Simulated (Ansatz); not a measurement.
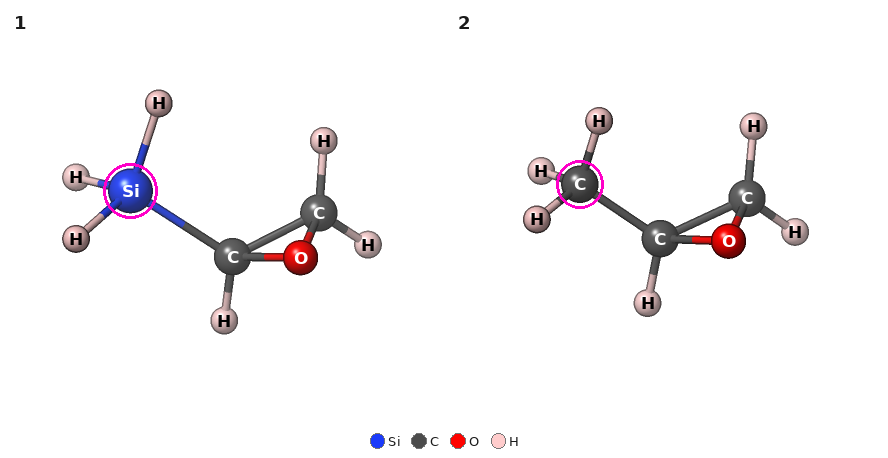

2 molecules with one skeleton, seen from the same side and at one scale; the atom that differs is circled. Charge 0, singlet. Computed geometries: PBE0-D4/def2-TZVP optimisations, one conformation each. Properties computed with Ansatz 0.2.0.

One atom differs, called X below: Si in panel 1, C in panel 2. Their formulas are C2H6OSi (`[SiH3][C@H]1CO1`), C3H6O (`C[C@H]1CO1`).

### In which is the HOMO–LUMO gap larger (B3LYP-D4/def2-TZVPP)?

In panel 2 (X = C).

### In which is the mean length of X–H larger (PBE0-D4/def2-TZVP)?

In panel 1 (X = Si).

Give the values. With PBE0-D4/def2-TZVP: length of X–C (Å), mean length of X–H (Å), mean angle C–X–H (°). With B3LYP-D4/def2-TZVPP: dipole moment (D), HOMO energy (Kohn–Sham orbital) (eV), HOMO–LUMO gap (eV).

```
                            quantity  1 (Si)  2 (C)   2 − 1
                   length of X–C (Å)   1.875  1.495  −0.380
              mean length of X–H (Å)   1.486  1.092  −0.394
                mean angle C–X–H (°)   109.5  110.6    +1.1
                   dipole moment (D)    1.71   1.92   +0.21
HOMO energy (Kohn–Sham orbital) (eV)   −7.56  −7.53   +0.03
                  HOMO–LUMO gap (eV)    7.96   8.76   +0.80
```
